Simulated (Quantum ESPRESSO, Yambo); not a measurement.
# CdTe (F-43m): G0W0 in Yambo against the screening cutoff

Wanted: the cheapest screening cutoff that holds the gap of CdTe (F-43m).

Calculated with Yambo 5.3.0; PBE and many-body steps on it, plane waves.

## (1) Set-up

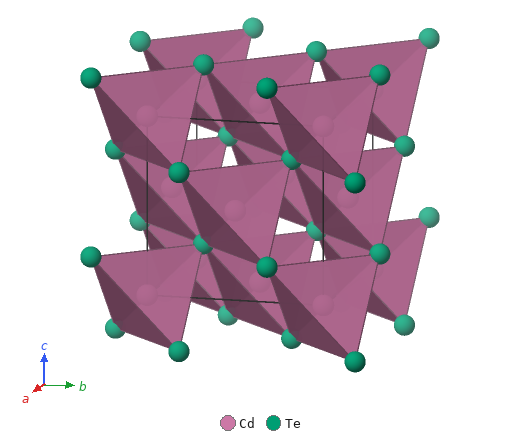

The cell as given, slightly off an axis (cadmium pink, tellurium teal). This picture shows the conventional cell, with its axes. Some periodic images of atoms are drawn too.

Structure file:

```xyz
2
Lattice="0.0000 3.2400 3.2400 3.2400 0.0000 3.2400 3.2400 3.2400 0.0000" Properties=species:S:1:pos:R:3 pbc="T T T"
Cd    0.0000    0.0000    0.0000
Te    1.6200    1.6200    1.6200
```

The cell and positions come from the Crystallography Open Database and are kept as given unless a step says otherwise. Spin-orbit coupling is left out unless a step names it.

## (2) 2.25 Ha

This step: Yambo 5.3.0; G0W0 on PBE, plane waves, norm-conserving pseudopotentials.

Now the one-shot GW correction: screening in the RPA, then the self-energy of the levels asked for.

The input, gw7.in:

```
HF_and_locXC
gw0
dyson
ppa
em1d
rim_cut
RandQpts= 1000000
RandGvec= 1 RL
EXXRLvcs= 94 Ry
VXCRLvcs= 376 Ry
Chimod= "HARTREE"
% BndsRnXp
 1 | 93 |
%
NGsBlkXp= 4.5 Ry
% LongDrXp
 1 | 1 | 1 |
%
% GbndRnge
 1 | 93 |
%
DysSolver= "n"
ExtendOut
PPAPntXp= 27.21138 eV
% QPkrange
 1 | 1 | 21 | 24 |
%
```

Run with:

```
OMP_NUM_THREADS=1 mpirun -n 4 yambo -F gw7.in -J gw7 -C gw7 > gw7.log
```

The program printed:

```text
 Yambo, version 5.3.0

 [02] CORE Variables Setup
 =========================

  [... cell, symmetries and grids as in the set-up ...]

  [02.05] Energies & Occupations
  ==============================

  [X] === General ===
  [X] Electronic Temperature                        :  0.000000  0.000000 [eV K]
  [X] Bosonic    Temperature                        :  0.000000  0.000000 [eV K]
  [X] Finite Temperature mode                       : no
  [X] El. density                                   :  0.64683E+24 [cm-3]
  [X] Fermi Level                                   :  8.269562 [eV]

  [X] === Gaps and Widths ===
  [X] Conduction Band Min                           :  0.770493 [eV]
  [X] Valence Band Max                              :  0.000000 [eV]
  [X] Filled Bands                                  :  22
  [X] Empty Bands                                   :   23  305
  [X] Direct Gap                                    :  0.770493 [eV]
  [X] Direct Gap localized at k                     :  1
  [X] Indirect Gap                                  :  0.770493 [eV]
  [X] Indirect Gap between kpts                     :  1  1
  [X] Last valence band width                       :  2.192418 [eV]
  [X] 1st conduction band width                     :  3.488558 [eV]

 [03] Transferred momenta grid and indexing
 ==========================================

 IBZ Q-points                                      :   8
 BZ  Q-points                                      :   64

 K/Q-points units:
 rlu = crystal or reduced units; cc = cartesian coordinates; iku = interal k-units

 Q [1]          [rlu]:  0.000000  0.000000  0.000000
 Q [2]          [rlu]: -0.71308E-17 -0.71308E-17  0.25000
 Q [3]          [rlu]:  0.14262E-16  0.14262E-16 -0.50000
 Q [4]          [rlu]: -0.21313E-17  0.25000      0.25000
 Q [5]          [rlu]: -0.78397E-17  0.25000      0.50000
 Q [6]          [rlu]:  0.14262E-16  0.25000     -0.25000
 Q [7]          [rlu]:  0.42627E-17 -0.50000     -0.50000
 Q [8]          [rlu]:  0.250000 -0.500000 -0.250000

 [04] Coloumb potential Random Integration (RIM)
 ===============================================

  [04.01] RIM initialization
  ==========================

  * Diagonal components only detected *

  8 x (sBL volume)        :  0.067544 [a.u.]
  sBZ random points       :  1000000
  Points outside the sBZ  :   7968281
  RL volume               :  0.540354 [a.u.]
  Integrated volume       :  0.542504 [a.u.]

  [04.02] RIM integrals
  =====================

  Gamma point sphere radius             :  0.073872 [a.u.]
  Points outside the sphere             :   800476
  [Int_sBZ(q=0) 1/q^2]*(Vol_sBZ)^(-1/3) =:  7.776341
                                 should be <:  7.795600

  Summary of Coulomb integrals for non-metallic bands |Q|[au] RIM/Bare

  Q [1] 0.100000E-4 0.997530 * Q [2] 0.222181 1.068569
  Q [4] 0.256552 1.068679 * Q [6] 0.362820 1.030574
  Q [5] 0.425444 1.023203 * Q [3] 0.444362 1.020753
  Q [7] 0.513105 1.016896 * Q [8] 0.573668 1.013852

 [WARNING] [Xp] User bands 1-93 break level degeneracy

 [05] Dipoles
 ============

  [05.01] Setup: observables and procedures
  =========================================

 [06] Dynamic Dielectric Matrix (PPA)
 ====================================

 [WR./gw7//ndb.pp]---------------------------------------------------------------
  Brillouin Zone Q/K grids (IBZ/BZ)                :    8   64    8   64
  RL vectors                                       :   8363 [WF]
  Coulomb cutoff potential                         : none
  Electronic Temperature                           :  0.000000 [K]
  Bosonic    Temperature                           :  0.000000 [K]
  PPA    diel. fun.  energies                      : Perdew, Burke & Ernzerhof(X)+Perdew, Burke & Ernzerhof(C)
  wavefunctions                                    : Perdew, Burke & Ernzerhof(X)+Perdew, Burke & Ernzerhof(C)
  Global Gauge                                     : length
  X matrix size                                    :   65
  X band range                                     :    1   93
  X e/h energy range                               : -1.000000 -1.000000 [eV]
  X Time ordering                                  : R
  X Hxc Kernel                                     : HARTREE
  X Drude frequency                                :  0.000000  0.000000
  X poles                                          :  100.0000 [o/o]
  RL vectors in the sum                            :   8363
  [r,Vnl] included                                 : yes
  Field direction                                  :  0.577350E-5  0.577350E-5  0.577350E-5
  BZ energy Double Grid                            : no
  BZ energy DbGd points                            : 0
  BZ Q point size factor                           : -1.000000
  X Optical Averaged directions                    : none

 [07] Local Exchange-Correlation + Non-Local Fock
 ================================================

 [VXC] Plane waves :   56833
 [EXS] Plane waves :   7239

 QP @ state[ 1 ] K range:  1  1
 QP @ state[ 1 ] b range:  21  24

 [xc] Functional : Perdew, Burke & Ernzerhof(X)+Perdew, Burke & Ernzerhof(C)
 [xc] LIBXC used to calculate xc functional
  PP Number of Atomic Species                      :  2
  NLCC RL compoments                               :   56833
  PP Number of Atomic Species                      :  2
  NLCC RL compoments                               :   56833

 [xc] E_xc :  -35.75596 [Ha]
      E_xc :  -71.51193 [Ry]

  Local XC kind (lXC) : Perdew, Burke & Ernzerhof(X)+Perdew, Burke & Ernzerhof(C)
  Non-Local XC kind (nlXC) : Hartree-Fock

  Corrections @ K [1] :  [eV]
 <21|nlXC|21> = -16.37050  0.65059E-17 <21|lXC|21> = -14.42006 -0.18882E-15
 <22|nlXC|22> = -16.37052  0.24658E-17 <22|lXC|22> = -14.42006  0.37763E-15
 <23|nlXC|23> = -8.185957 -0.13120E-17 <23|lXC|23> = -11.98125 -0.13484E-20
 <24|nlXC|24> = -5.957498  0.75232E-18 <24|lXC|24> = -10.13165  0.18880E-15

 [08] Dyson equation: Newton solver
 ==================================

  [08.01] G0W0 (W PPA)
  ====================

  [  GW  ] Bands range     :    1   93
  [GW/PPA] G damping       :  0.100000 [eV]

  QP @ state[ 1 ] K range:  1  1
  QP @ state[ 1 ] b range:  21  24

   Sc/G bands                                       :    1   93
   Sc/G damping                                     :  0.100000 ev
   Sc bands terminator                              : no
   Sx RL components                                 :   7239

   QP @ state[ 1 ] K range                          :  1  1
   QP @ state[ 1 ] b range                          :  21  24
   GF energies kind                                 : Perdew, Burke & Ernzerhof(X)+Perdew, Burke & Ernzerhof(C)
   GF WF`s kind                                     : Perdew, Burke & Ernzerhof(X)+Perdew, Burke & Ernzerhof(C)
   Xs energies kind                                 : Perdew, Burke & Ernzerhof(X)+Perdew, Burke & Ernzerhof(C)
   Xs WF`s kind                                     : Perdew, Burke & Ernzerhof(X)+Perdew, Burke & Ernzerhof(C)

 [11] Game Over & Game summary
```

Elapsed: 1.8 min, on 4 MPI ranks of Arm Neoverse V1, shared host; peak memory 2.4 GiB.

This step gave:

- G0W0 gap on the points computed: 1.498 eV
- starting gap on the mesh: 0.7705 eV
- k of the valence top: 0, 0, 0
- k of the conduction bottom: 0, 0, 0
- least direct G0W0 gap on the computed points: 1.498 eV
- Z at the valence top: 0.8025
- Z at the conduction bottom: 0.8132

The gap on the mesh goes from 0.77 eV to 1.50 eV, a correction of +0.73 eV.

## (3) 3.5 Ha

The input, gw8.in:

```
HF_and_locXC
gw0
dyson
ppa
em1d
rim_cut
RandQpts= 1000000
RandGvec= 1 RL
EXXRLvcs= 94 Ry
VXCRLvcs= 376 Ry
Chimod= "HARTREE"
% BndsRnXp
 1 | 93 |
%
NGsBlkXp= 7 Ry
% LongDrXp
 1 | 1 | 1 |
%
% GbndRnge
 1 | 93 |
%
DysSolver= "n"
ExtendOut
PPAPntXp= 27.21138 eV
% QPkrange
 1 | 1 | 21 | 24 |
%
```

Run with:

```
OMP_NUM_THREADS=1 mpirun -n 4 yambo -F gw8.in -J gw8 -C gw8 > gw8.log
```

The program printed:

```text
 Yambo, version 5.3.0

 [02] CORE Variables Setup
 =========================

  [... cell, symmetries and grids as in the set-up ...]

  [02.05] Energies & Occupations
  ==============================

  [X] === General ===
  [X] Electronic Temperature                        :  0.000000  0.000000 [eV K]
  [X] Bosonic    Temperature                        :  0.000000  0.000000 [eV K]
  [X] Finite Temperature mode                       : no
  [X] El. density                                   :  0.64683E+24 [cm-3]
  [X] Fermi Level                                   :  8.269562 [eV]

  [X] === Gaps and Widths ===
  [X] Conduction Band Min                           :  0.770493 [eV]
  [X] Valence Band Max                              :  0.000000 [eV]
  [X] Filled Bands                                  :  22
  [X] Empty Bands                                   :   23  305
  [X] Direct Gap                                    :  0.770493 [eV]
  [X] Direct Gap localized at k                     :  1
  [X] Indirect Gap                                  :  0.770493 [eV]
  [X] Indirect Gap between kpts                     :  1  1
  [X] Last valence band width                       :  2.192418 [eV]
  [X] 1st conduction band width                     :  3.488558 [eV]

 [03] Transferred momenta grid and indexing
 ==========================================

 IBZ Q-points                                      :   8
 BZ  Q-points                                      :   64

 K/Q-points units:
 rlu = crystal or reduced units; cc = cartesian coordinates; iku = interal k-units

 Q [1]          [rlu]:  0.000000  0.000000  0.000000
 Q [2]          [rlu]: -0.71308E-17 -0.71308E-17  0.25000
 Q [3]          [rlu]:  0.14262E-16  0.14262E-16 -0.50000
[...]
================================================

 [VXC] Plane waves :   56833
 [EXS] Plane waves :   7239

 QP @ state[ 1 ] K range:  1  1
 QP @ state[ 1 ] b range:  21  24

 [xc] Functional : Perdew, Burke & Ernzerhof(X)+Perdew, Burke & Ernzerhof(C)
 [xc] LIBXC used to calculate xc functional
  PP Number of Atomic Species                      :  2
  NLCC RL compoments                               :   56833
  PP Number of Atomic Species                      :  2
  NLCC RL compoments                               :   56833

 [xc] E_xc :  -35.75596 [Ha]
      E_xc :  -71.51193 [Ry]

  Local XC kind (lXC) : Perdew, Burke & Ernzerhof(X)+Perdew, Burke & Ernzerhof(C)
  Non-Local XC kind (nlXC) : Hartree-Fock

  Corrections @ K [1] :  [eV]
 <21|nlXC|21> = -16.37050  0.65059E-17 <21|lXC|21> = -14.42006 -0.18882E-15
 <22|nlXC|22> = -16.37052  0.24658E-17 <22|lXC|22> = -14.42006  0.37763E-15
 <23|nlXC|23> = -8.185957 -0.13120E-17 <23|lXC|23> = -11.98125 -0.13484E-20
 <24|nlXC|24> = -5.957498  0.75232E-18 <24|lXC|24> = -10.13165  0.18880E-15

 [08] Dyson equation: Newton solver
 ==================================

  [08.01] G0W0 (W PPA)
  ====================

  [  GW  ] Bands range     :    1   93
  [GW/PPA] G damping       :  0.100000 [eV]

  QP @ state[ 1 ] K range:  1  1
  QP @ state[ 1 ] b range:  21  24

   Sc/G bands                                       :    1   93
   Sc/G damping                                     :  0.100000 ev
   Sc bands terminator                              : no
   Sx RL components                                 :   7239

   QP @ state[ 1 ] K range                          :  1  1
   QP @ state[ 1 ] b range                          :  21  24
   GF energies kind                                 : Perdew, Burke & Ernzerhof(X)+Perdew, Burke & Ernzerhof(C)
   GF WF`s kind                                     : Perdew, Burke & Ernzerhof(X)+Perdew, Burke & Ernzerhof(C)
   Xs energies kind                                 : Perdew, Burke & Ernzerhof(X)+Perdew, Burke & Ernzerhof(C)
   Xs WF`s kind                                     : Perdew, Burke & Ernzerhof(X)+Perdew, Burke & Ernzerhof(C)

 [11] Game Over & Game summary
```

It took 2.1 min on 4 MPI ranks; peak memory 2.4 GiB; 8.4 min of CPU time.

Numbers from this step:

```
G0W0 gap on the points computed              : 1.530 eV
starting gap on the mesh                     : 0.7705 eV
k of the valence top                         : 0, 0, 0
k of the conduction bottom                   : 0, 0, 0
least direct G0W0 gap on the computed points : 1.530 eV
Z at the valence top                         : 0.7994
Z at the conduction bottom                   : 0.8118
```

Against the run before, the gap moves by +0.032 eV.

## (4) 7.25 Ha

The input, gw9.in:

```
HF_and_locXC
gw0
dyson
ppa
em1d
rim_cut
RandQpts= 1000000
RandGvec= 1 RL
EXXRLvcs= 94 Ry
VXCRLvcs= 376 Ry
Chimod= "HARTREE"
% BndsRnXp
 1 | 93 |
%
NGsBlkXp= 14.5 Ry
% LongDrXp
 1 | 1 | 1 |
%
% GbndRnge
 1 | 93 |
%
DysSolver= "n"
ExtendOut
PPAPntXp= 27.21138 eV
% QPkrange
 1 | 1 | 21 | 24 |
%
```

Run with:

```
OMP_NUM_THREADS=1 mpirun -n 4 yambo -F gw9.in -J gw9 -C gw9 > gw9.log
```

The program printed:

```text
 Yambo, version 5.3.0

 [02] CORE Variables Setup
 =========================

  [... cell, symmetries and grids as in the set-up ...]

  [02.05] Energies & Occupations
  ==============================

  [X] === General ===
  [X] Electronic Temperature                        :  0.000000  0.000000 [eV K]
  [X] Bosonic    Temperature                        :  0.000000  0.000000 [eV K]
  [X] Finite Temperature mode                       : no
  [X] El. density                                   :  0.64683E+24 [cm-3]
[...]
Sx RL components                                 :   7239

   QP @ state[ 1 ] K range                          :  1  1
   QP @ state[ 1 ] b range                          :  21  24
   GF energies kind                                 : Perdew, Burke & Ernzerhof(X)+Perdew, Burke & Ernzerhof(C)
   GF WF`s kind                                     : Perdew, Burke & Ernzerhof(X)+Perdew, Burke & Ernzerhof(C)
   Xs energies kind                                 : Perdew, Burke & Ernzerhof(X)+Perdew, Burke & Ernzerhof(C)
   Xs WF`s kind                                     : Perdew, Burke & Ernzerhof(X)+Perdew, Burke & Ernzerhof(C)

 [11] Game Over & Game summary
```

Wall time 4.3 min (4 MPI ranks); peak memory 2.4 GiB.

This step gave:

- G0W0 gap on the points computed: 1.528 eV
- starting gap on the mesh: 0.7705 eV
- k of the valence top: 0, 0, 0
- k of the conduction bottom: 0, 0, 0
- least direct G0W0 gap on the computed points: 1.528 eV

Against the run before, the gap moves by −0.002 eV.

## (5) 9 Ha

The input, gw10.in:

```
HF_and_locXC
gw0
dyson
ppa
em1d
rim_cut
RandQpts= 1000000
RandGvec= 1 RL
EXXRLvcs= 94 Ry
VXCRLvcs= 376 Ry
Chimod= "HARTREE"
% BndsRnXp
 1 | 93 |
%
NGsBlkXp= 18 Ry
% LongDrXp
 1 | 1 | 1 |
%
% GbndRnge
 1 | 93 |
%
DysSolver= "n"
ExtendOut
PPAPntXp= 27.21138 eV
% QPkrange
 1 | 1 | 21 | 24 |
%
```

Run with:

```
OMP_NUM_THREADS=1 mpirun -n 4 yambo -F gw10.in -J gw10 -C gw10 > gw10.log
```

The program printed:

```text
 Yambo, version 5.3.0

 [02] CORE Variables Setup
 =========================

  [... cell, symmetries and grids as in the set-up ...]

  [02.05] Energies & Occupations
  ==============================

  [X] === General ===
  [X] Electronic Temperature                        :  0.000000  0.000000 [eV K]
  [X] Bosonic    Temperature                        :  0.000000  0.000000 [eV K]
  [X] Finite Temperature mode                       : no
  [X] El. density                                   :  0.64683E+24 [cm-3]
[...]
Sx RL components                                 :   7239

   QP @ state[ 1 ] K range                          :  1  1
   QP @ state[ 1 ] b range                          :  21  24
   GF energies kind                                 : Perdew, Burke & Ernzerhof(X)+Perdew, Burke & Ernzerhof(C)
   GF WF`s kind                                     : Perdew, Burke & Ernzerhof(X)+Perdew, Burke & Ernzerhof(C)
   Xs energies kind                                 : Perdew, Burke & Ernzerhof(X)+Perdew, Burke & Ernzerhof(C)
   Xs WF`s kind                                     : Perdew, Burke & Ernzerhof(X)+Perdew, Burke & Ernzerhof(C)

 [11] Game Over & Game summary
```

It took 7.1 min on 4 MPI ranks; peak memory 2.4 GiB.

Numbers from this step:

```yaml
g0w0_gap_on_the_points_computed: 1.533 eV
starting_gap_on_the_mesh: 0.7705 eV
k_of_the_valence_top: 0, 0, 0
k_of_the_conduction_bottom: 0, 0, 0
least_direct_g0w0_gap_on_the_computed_points: 1.533 eV
```

Against the run before, the gap moves by +0.005 eV.

## (6) 11.25 Ha

The input, gw11.in:

```
HF_and_locXC
gw0
dyson
ppa
em1d
rim_cut
RandQpts= 1000000
RandGvec= 1 RL
EXXRLvcs= 94 Ry
VXCRLvcs= 376 Ry
Chimod= "HARTREE"
% BndsRnXp
 1 | 93 |
%
NGsBlkXp= 22.5 Ry
% LongDrXp
 1 | 1 | 1 |
%
% GbndRnge
 1 | 93 |
%
DysSolver= "n"
ExtendOut
PPAPntXp= 27.21138 eV
% QPkrange
 1 | 1 | 21 | 24 |
%
```

Run with:

```
OMP_NUM_THREADS=1 mpirun -n 4 yambo -F gw11.in -J gw11 -C gw11 > gw11.log
```

The program printed:

```text
 Yambo, version 5.3.0

 [02] CORE Variables Setup
 =========================

  [... cell, symmetries and grids as in the set-up ...]

  [02.05] Energies & Occupations
  ==============================

  [X] === General ===
  [X] Electronic Temperature                        :  0.000000  0.000000 [eV K]
  [X] Bosonic    Temperature                        :  0.000000  0.000000 [eV K]
  [X] Finite Temperature mode                       : no
  [X] El. density                                   :  0.64683E+24 [cm-3]
[...]
Sx RL components                                 :   7239

   QP @ state[ 1 ] K range                          :  1  1
   QP @ state[ 1 ] b range                          :  21  24
   GF energies kind                                 : Perdew, Burke & Ernzerhof(X)+Perdew, Burke & Ernzerhof(C)
   GF WF`s kind                                     : Perdew, Burke & Ernzerhof(X)+Perdew, Burke & Ernzerhof(C)
   Xs energies kind                                 : Perdew, Burke & Ernzerhof(X)+Perdew, Burke & Ernzerhof(C)
   Xs WF`s kind                                     : Perdew, Burke & Ernzerhof(X)+Perdew, Burke & Ernzerhof(C)

 [11] Game Over & Game summary
```

Run time: 11 min. Hardware: 4 MPI ranks; peak memory 2.4 GiB; 44 min of CPU time.

Numbers from this step:

- G0W0 gap on the points computed: 1.538 eV
- starting gap on the mesh: 0.7705 eV
- k of the valence top: 0, 0, 0
- k of the conduction bottom: 0, 0, 0
- least direct G0W0 gap on the computed points: 1.538 eV

Against the run before, the gap moves by +0.006 eV.

## (7) Side by side

Times are wall times on 4 MPI ranks of Arm Neoverse V1, shared host, good to a factor of about two.

```
     run   mesh  bands  screening cutoff (eV)  DFT gap (eV)  gap on the mesh (eV)  direct (eV)     time
 2.25 Ha  4×4×4     93                   61.2         0.770                 1.498        1.498  1.8 min
  3.5 Ha  4×4×4     93                   95.2         0.770                 1.530        1.530  2.1 min
 7.25 Ha  4×4×4     93                  197.3         0.770                 1.528        1.528  4.3 min
    9 Ha  4×4×4     93                  244.9         0.770                 1.533        1.533  7.1 min
11.25 Ha  4×4×4     93                  306.1         0.770                 1.538        1.538   11 min
```

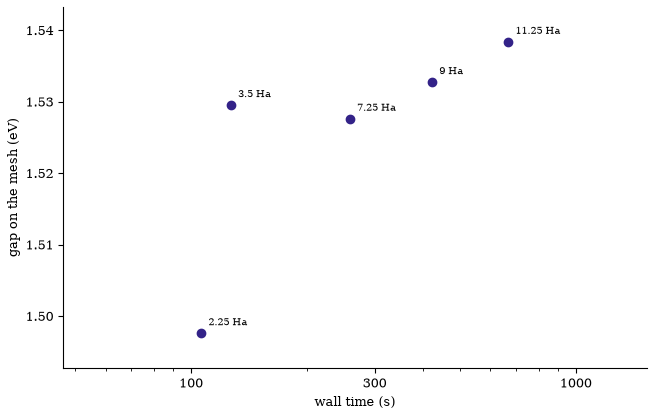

Result against wall time.

## (8) Summary of results

- 2.25 Ha: 1.498 eV
- 3.5 Ha: 1.530 eV
- 7.25 Ha: 1.528 eV
- 9 Ha: 1.533 eV
- 11.25 Ha: 1.538 eV
- known limits: not at the basis limit; no spin-orbit coupling; coarse k mesh

What this shows: The setting moved: screening cutoff. From 2.25 Ha to 11.25 Ha the gap moves by +0.04 eV, for 6.3 times the time. It holds to 0.03 eV from 3.5 Ha on. Bands and screening cutoff are coupled, so a series along one setting does not show full convergence. Bands and cutoff are finite, so the gap is not at the basis limit. The miss can reach some tenths of an eV and take either sign; the mesh is an error of its own. In the G0W0 runs levels were corrected at 1 k point alone, so a gap called «on the mesh» is the least over those, and an edge elsewhere would be missed. The 4×4×4 mesh is coarse for this cell, which bears on the long-range parts of exchange and screening. The many-body steps are scalar-relativistic: spin-orbit coupling is not in them.

[Paths, hosts, dates, memory and timing lines, banners, echoed tables and standing remarks are left out of the program output.]

[Logs are printed without paths, hosts, clocks, repeated set-up lines and the standing remarks that a program may print on its own settings, such as how far it seeks lower states.]

[Runs of the session that timed out or met a known fault of the program may be left out.]

[Hosts, paths, dates, database ids (printed as entryN), source tags and the programs' standing remarks are cut or masked in the printed files.]
